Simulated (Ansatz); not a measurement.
**C2H5BF2O: how energies converge with the basis set**

How large a basis does C2H5BF2O need? Two functionals are run in growing sets.

Method: one geometry, several basis sets; program: Ansatz 0.2.0, Gaussian basis.

Levels to be run: PBE0-D4/def2-SVP; ωB97M-V/def2-SVP; PBE0-D4/def2-QZVPP; ωB97M-V/def2-QZVPP; the functionals' def2-TZVPP values are taken from earlier runs.

**1. The geometry**

The geometry comes from an earlier relaxation with PBE0-D4 in a triple-zeta def2 set; it is a stationary point, not always the lowest conformer.

11 atoms, charge 0, spin multiplicity 1.

Atoms are counted from 1 here; the program's logs count them from 0.

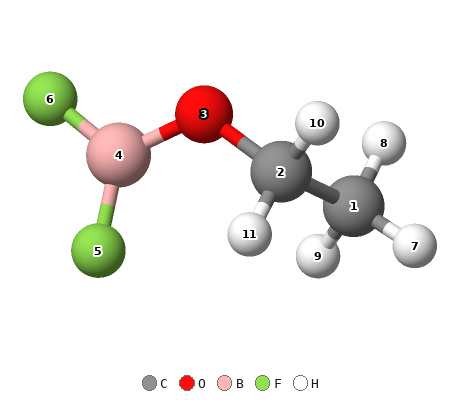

The geometry (carbon grey, oxygen red, boron pink, fluorine green, hydrogen white); atoms are numbered from 1 in the order of the file.

**2. PBE0-D4 in def2-SVP**

The input, in.yaml:

```yaml
crystal:
  periodic: [false, false, false]
  atoms:
    - {symbol: C, position_ang: [0.351871, -0.942257, 1.033456]}
    - {symbol: C, position_ang: [-0.210834, -0.693582, -0.343990]}
    - {symbol: O, position_ang: [-0.902156, 0.552859, -0.392645]}
    - {symbol: B, position_ang: [-0.296593, 1.682575, -0.775424]}
    - {symbol: F, position_ang: [0.974423, 1.723983, -1.162381]}
    - {symbol: F, position_ang: [-0.976610, 2.814971, -0.778829]}
    - {symbol: H, position_ang: [0.823282, -1.926980, 1.072846]}
    - {symbol: H, position_ang: [-0.438928, -0.908028, 1.785014]}
    - {symbol: H, position_ang: [1.106674, -0.194817, 1.288059]}
    - {symbol: H, position_ang: [-0.946765, -1.455566, -0.607401]}
    - {symbol: H, position_ang: [0.580935, -0.710156, -1.098004]}
basis:
  gaussian: {orbitals: def2-SVP}
hamiltonian: {xc: pbe0, dispersion: d4}
output: {orbitals: {seedname: orbitals}}
```

Launch:

```sh
> ansatz run in.yaml --threads 4 --pin off --events-out ev --progress --plain --max-ram 10444MiB
```

Log:

```text
Functional definition: PBE0
  name "PBE0"
  cite "Adamo & Barone, J. Chem. Phys. 110, 6158 (1999) doi:10.1063/1.478522"
  cite "Perdew, Burke & Ernzerhof, Phys. Rev. Lett. 77, 3865 (1996) doi:10.1103/PhysRevLett.77.3865"
  parent pbe
  parameter a = 0.25
  parameter kappa = 0.804
  parameter beta = 0.06672455060314922
  exchange = (1 - a)*pbe_x(kappa = kappa, mu = beta*pi^2/3) + a*exact_x
  correlation = pbe_c(beta = beta)
1199 factors; their error is unknown
mean field evaluation 1: about -10292.9071 eV, gradient 5.5e1 eV
mean field evaluation 2: about -10290.4816 eV, gradient 6.6e1 eV
mean field evaluation 4: about -10298.6956 eV, gradient 2.6e0 eV
mean field evaluation 8: about -10298.7072 eV, gradient 2.6e-2 eV
mean field evaluation 16: about -10298.7130 eV, gradient 3.3e-5 eV
mean field -10298.71301492 eV, -378.4707225801 hartree, gradient 3.3e-5 eV, S^2 0.000000; 0 other end points of the search recorded, 0 dependent functions left out
reference -10298.71304090 eV, -378.4707235348 hartree; 24, 24 occupied and 85, 85 virtual orbitals, 1199 factors
Total energy: -10298.86539713 eV, -378.4763225227 hartree
```

Run time: 0.85 s. Hardware: 4 threads of Arm Neoverse V2, shared host.

**3. ωB97M-V in def2-SVP**

Edit in.yaml of step 2 so:

```diff
@@ -16,3 +16,3 @@
   gaussian: {orbitals: def2-SVP}
-hamiltonian: {xc: pbe0, dispersion: d4}
+hamiltonian: {xc: {name: wB97M-V}}
 output: {orbitals: {seedname: orbitals}}
```

Same command.

Log, cut to the lines that bear on the results:

```text
Functional definition: wB97M-V
  name "wB97M-V"
  cite "Mardirossian & Head-Gordon, J. Chem. Phys. 144, 214110 (2016) doi:10.1063/1.4952647"
  cite "Becke, J. Chem. Phys. 107, 8554 (1997) doi:10.1063/1.475007"
  cite "Vydrov & Van Voorhis, J. Chem. Phys. 133, 244103 (2010) doi:10.1063/1.3521275"
  # Of w^i u^j: cxij and so on, Table III.
[...]
  gx(w, u) = 1 - cx + cx01*u + cx10*w
  gss(w, u) = css00 + css04*u^4 + css10*w + css20*w^2 + css43*w^4*u^3
  gos(w, u) = cos00 + cos10*w + (cos20 + cos21*u)*w^2 + (cos60 + cos61*u)*w^6
[...]
      + integral(e_c_pw_mod_opposite_spin*gos(b97_w_opposite, b97_u_opposite)) + vv10(b, c)
1199 factors; their error is unknown
272 factors; integrals over basis functions are off by at most 7.7e-6 eV
[...]
mean field -10306.08684384 eV, -378.7417057945 hartree, gradient 5.7e-5 eV, S^2 0.000000; 0 other end points of the search recorded, 0 dependent functions left out
reference -10306.08688475 eV, -378.7417072978 hartree; 24, 24 occupied and 85, 85 virtual orbitals, 1199 factors
Total energy: -10306.08688475 eV, -378.7417072978 hartree
```

Wall time 3.2 s (4 threads of Arm Neoverse V2, shared host).

**4. PBE0-D4 in def2-QZVPP**

Edit in.yaml of step 3 so:

```diff
@@ -15,4 +15,4 @@
 basis:
-  gaussian: {orbitals: def2-SVP}
-hamiltonian: {xc: {name: wB97M-V}}
+  gaussian: {orbitals: "def2-QZVPP.json"}
+hamiltonian: {xc: pbe0, dispersion: d4}
 output: {orbitals: {seedname: orbitals}}
```

Same command.

Log:

```text
Functional definition: PBE0
  name "PBE0"
  cite "Adamo & Barone, J. Chem. Phys. 110, 6158 (1999) doi:10.1063/1.478522"
  cite "Perdew, Burke & Ernzerhof, Phys. Rev. Lett. 77, 3865 (1996) doi:10.1103/PhysRevLett.77.3865"
  parent pbe
  parameter a = 0.25
  parameter kappa = 0.804
  parameter beta = 0.06672455060314922
  exchange = (1 - a)*pbe_x(kappa = kappa, mu = beta*pi^2/3) + a*exact_x
  correlation = pbe_c(beta = beta)
1409 factors; their error is unknown
mean field evaluation 1: about -10302.9296 eV, gradient 6.8e1 eV
mean field evaluation 2: about -10298.1349 eV, gradient 8.6e1 eV
mean field evaluation 4: about -10311.3687 eV, gradient 4.4e0 eV
mean field evaluation 8: about -10311.3986 eV, gradient 6.2e-2 eV
mean field evaluation 16: about -10311.4019 eV, gradient 8.0e-5 eV
mean field -10311.40192585 eV, -378.9370314557 hartree, gradient 8.0e-5 eV, S^2 0.000000; 0 other end points of the search recorded, 0 dependent functions left out
reference -10311.40196480 eV, -378.9370328873 hartree; 24, 24 occupied and 468, 468 virtual orbitals, 1409 factors
Total energy: -10311.55432103 eV, -378.9426318753 hartree
```

Run time: 6.5 s. Hardware: 4 threads of Arm Neoverse V2, shared host; peak memory 1.6 GiB.

**5. ωB97M-V in def2-QZVPP**

Edit in.yaml of step 4 so:

```diff
@@ -16,3 +16,3 @@
   gaussian: {orbitals: "def2-QZVPP.json"}
-hamiltonian: {xc: pbe0, dispersion: d4}
+hamiltonian: {xc: {name: wB97M-V}}
 output: {orbitals: {seedname: orbitals}}
```

Same command.

Log, cut to the lines that bear on the results:

```text
Functional definition: wB97M-V
  name "wB97M-V"
  cite "Mardirossian & Head-Gordon, J. Chem. Phys. 144, 214110 (2016) doi:10.1063/1.4952647"
  cite "Becke, J. Chem. Phys. 107, 8554 (1997) doi:10.1063/1.475007"
  cite "Vydrov & Van Voorhis, J. Chem. Phys. 133, 244103 (2010) doi:10.1063/1.3521275"
  # Of w^i u^j: cxij and so on, Table III.
[...]
  gx(w, u) = 1 - cx + cx01*u + cx10*w
  gss(w, u) = css00 + css04*u^4 + css10*w + css20*w^2 + css43*w^4*u^3
  gos(w, u) = cos00 + cos10*w + (cos20 + cos21*u)*w^2 + (cos60 + cos61*u)*w^6
[...]
      + integral(e_c_pw_mod_opposite_spin*gos(b97_w_opposite, b97_u_opposite)) + vv10(b, c)
1409 factors; their error is unknown
363 factors; integrals over basis functions are off by at most 6.5e-6 eV
[...]
mean field -10319.07185616 eV, -379.2188961956 hartree, gradient 1.9e-5 eV, S^2 0.000000; 0 other end points of the search recorded, 0 dependent functions left out
reference -10319.07191889 eV, -379.2188985012 hartree; 24, 24 occupied and 468, 468 virtual orbitals, 1409 factors
Total energy: -10319.07191889 eV, -379.2188985012 hartree
```

It took 15 s on 4 threads of Arm Neoverse V2, shared host; peak memory 2 GiB.

**6. Density functionals: the series**

The def2-TZVPP values come from earlier runs at the same geometry.

```csv
functional,basis,functions,energy (eV),from the largest (eV),HOMO (eV),LUMO (eV)
PBE0-D4,def2-SVP,109,-10298.8654,12.689,-9.23,1.63
PBE0-D4,def2-TZVPP,256,-10310.9969,0.557,-9.31,0.81
PBE0-D4,def2-QZVPP,492,-10311.5543,0.000,-9.33,0.60
ωB97M-V,def2-SVP,109,-10306.0869,12.985,-11.60,3.29
ωB97M-V,def2-TZVPP,256,-10318.5415,0.530,-11.70,2.09
ωB97M-V,def2-QZVPP,492,-10319.0719,0.000,-11.72,1.75
```

**7. Summary of results**

```
                                       quantity           value
PBE0-D4: double and triple zeta above quadruple  12.69, 0.56 eV
ωB97M-V: double and triple zeta above quadruple  12.99, 0.53 eV
```

**Reading.** PBE0-D4 gains 12.13 eV from double to triple zeta, then 0.56 eV more. Total energies overstate the basis error of differences, where much of it tends to cancel. The LUMO of ωB97M-V is positive and keeps falling with the basis (3.29 to 1.75 eV): an unbound level that the basis holds in place.

For PBE0-D4 the largest set took about 8 times as long as the smallest (6.5 s against 0.85 s).
